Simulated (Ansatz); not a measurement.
# Calculations on SiH4O and related structures

## 1. Relaxation

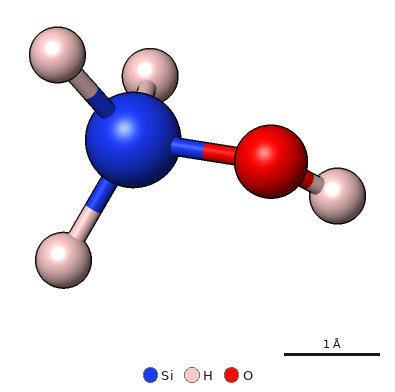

This is the input geometry for a relaxation of SiH4O. A ball-and-stick model, seen from a free direction.

It is one of the separated products of a reaction.

Method: RKS PBE0-D4/def2-TZVP (Ansatz 0.2.0).

Input file:
```yaml
crystal:
  periodic: [false, false, false]
  atoms:
    - {symbol: Si, position_ang: [-0.464365, 0.662012, -0.514792]}
    - {symbol: H, position_ang: [-0.366992, 1.657374, -1.604329]}
    - {symbol: H, position_ang: [-1.846671, 0.617776, 0.027910]}
    - {symbol: O, position_ang: [0.660204, 1.049094, 0.611380]}
    - {symbol: H, position_ang: [-0.186153, -0.699690, -1.091486]}
    - {symbol: H, position_ang: [0.873171, 0.366480, 1.253889]}
basis:
  gaussian: {orbitals: def2-TZVP}
hamiltonian: {xc: pbe0, dispersion: d4}
relax: {f_tol: 0.005, max_steps: 200}
```

Q: What does the optimiser find from here?

A: H6 moves most after the best rigid fit: 0.12 Å. Largest moves by element: H 0.12 Å, O 0.08 Å, Si 0.05 Å. Among the contacts that change: Si1–H5 1.505 → 1.489 Å, Si1–O4 1.638 → 1.648 Å. Over 6 accepted moves (7 points after the start) the energy falls by 1.26 kJ/mol. Largest force component: 0.53 eV/Å at the start, 0.0046 eV/Å at the end. The line search rejected the trial step at point 4 of the run. The run took of the order of 11 core-seconds on a shared host.

Final geometry:

```xyz
6

Si   -0.4506    0.6275   -0.5416
H    -0.3770    1.6762   -1.5840
H    -1.8100    0.6125    0.0658
O     0.7071    1.0104    0.5669
H    -0.2078   -0.7092   -1.1509
H     0.8075    0.4357    1.3263
```

The end point in the same view:

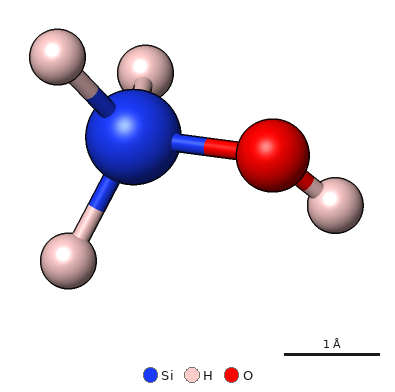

## 2. Relaxation

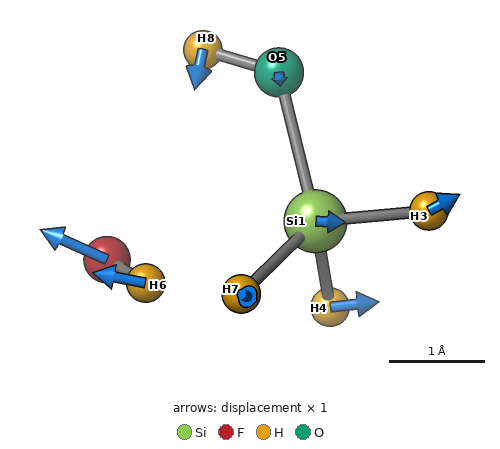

A relaxation of SiH5OF (started from a transition state, displaced along its imaginary mode). The starting structure is drawn; blue arrows show the displacements, at their true length. The two geometries are superimposed by the best rigid fit.

Style: ball-and-stick. Shown at a tilt.

Method: RKS PBE0-D4/def2-TZVP (Ansatz 0.2.0).

The input:
```yaml
crystal:
  periodic: [false, false, false]
  atoms:
    - {symbol: Si, position_ang: [-0.328464, 0.412949, -0.351259]}
    - {symbol: F, position_ang: [0.236203, -1.478539, 0.749821]}
    - {symbol: H, position_ang: [-0.418475, 1.290369, -1.470318]}
    - {symbol: H, position_ang: [-1.658749, 0.144443, 0.286977]}
    - {symbol: O, position_ang: [0.785885, 1.137448, 0.630948]}
    - {symbol: H, position_ang: [0.225910, -1.417340, -0.088539]}
    - {symbol: H, position_ang: [0.067493, -0.824955, -1.205395]}
    - {symbol: H, position_ang: [1.090298, 0.735624, 1.447763]}
basis:
  gaussian: {orbitals: def2-TZVP}
hamiltonian: {xc: pbe0, dispersion: d4}
relax: {f_tol: 0.005, max_steps: 200}
```

Q: Atoms of which element are displaced furthest, and by how much?

A: Fluorine: up to 0.79 Å, against 0.58 Å for hydrogen.

Q: What happened in the run?

A: The energy falls by 114.0 kJ/mol in 20 accepted moves (24 points after the start). The largest force component goes from 9.2 to 0.0011 eV/Å. The line search rejected the trial steps at points 6, 9, 15, 17 of the run. The largest move after the best rigid fit is that of F2, 0.79 Å. Largest moves by element: F 0.79 Å, H 0.58 Å, Si 0.33 Å, O 0.16 Å. Among the contacts that change: Si1–F2 2.260 → 3.248 Å, Si1–H6 1.930 → 2.752 Å, F2–H6 0.841 → 0.928 Å, Si1–H3 1.425 → 1.479 Å. Among the angles between lasting bonds that change: H3–Si1–H7 94.3° → 108.3°, O5–Si1–H7 120.2° → 110.5°, Si1–O5–H8 122.4° → 116.3°. The run took of the order of 80 core-seconds on a shared host.

## 3. Reaction

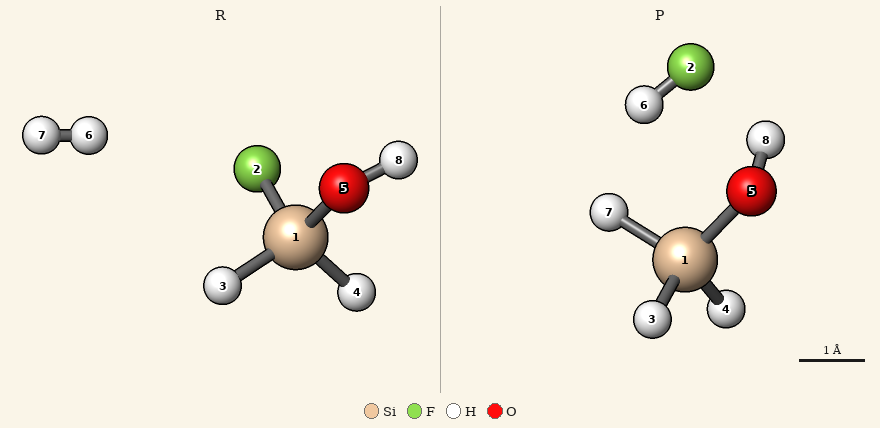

Reactant (R) and product (P) of one elementary step of SiH5OF. A ball-and-stick model, seen at a tilt.

Stationary points at PBE0-D4/def2-TZVP, single-point energies with CCSD(T)/CBS (def2-TZVPP where no basis is named; Ansatz 0.2.0). The energies are electronic, without zero-point or thermal terms, and both ends are the minima reached downhill from the saddle, with any fragments still in contact. CCSD(T)/CBS stands for a frozen-core estimate: MP2 correlation extrapolated from def2-TZVPP and def2-QZVPP, CCSD(T) minus MP2 from the smaller set.

R:
```xyz
8

Si   -0.4623    0.6781    0.3732
F    -0.2754   -0.8994    0.5442
H    -0.5020    0.9820   -1.0685
H    -1.7136    1.0176    1.0904
O     0.8178    1.4836    0.9788
H     0.4981   -2.2834   -1.5803
H     0.6980   -2.5002   -2.2663
H     0.9394    1.5216    1.9283
```

P:
```xyz
8

Si   -0.4932    0.6519   -0.5008
F     0.8712   -1.8403    1.0740
H    -0.4463    1.6555   -1.5860
H    -1.8618    0.5668    0.0710
O     0.6443    1.0634    0.6036
H     0.5867   -1.7822    0.1925
H    -0.1904   -0.6985   -1.0915
H     0.8895    0.3833    1.2372
```

**What is the transition state like, and how high is the barrier?**

Counted by bonded pieces, R holds H₂ + SiH₃OF and P holds HF + SiH₄O. From R over the saddle to P, bonds form: Si1–H7 (4.29 → 1.70 → 1.50 Å), F2–H6 (2.65 → 1.21 → 0.93 Å). Bonds break: Si1–F2 (1.60 → 1.99 → 3.25 Å), H6–H7 (0.75 → 0.97 → 1.85 Å). The saddle has one imaginary mode, 1047i cm⁻¹. With CCSD(T)/CBS the barrier is 254.1 kJ/mol from R and 129.6 kJ/mol from P, and P lies 124.5 kJ/mol above R.

Saddle geometry:

```xyz
8

Si   -0.3125    0.3404   -0.1943
F     0.1816   -1.2912    0.8249
H    -0.3875    1.1780   -1.4200
H    -1.6909    0.1501    0.2952
O     0.8015    1.1750    0.6561
H     0.2071   -1.3669   -0.3837
H     0.0959   -0.9349   -1.2394
H     1.1049    0.7496    1.4612
```

The saddle point in the same view, with dashed sticks for the bonds that form or break:

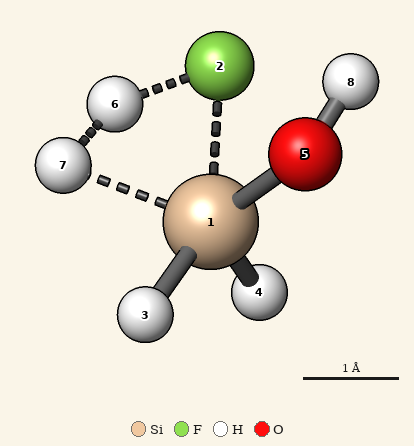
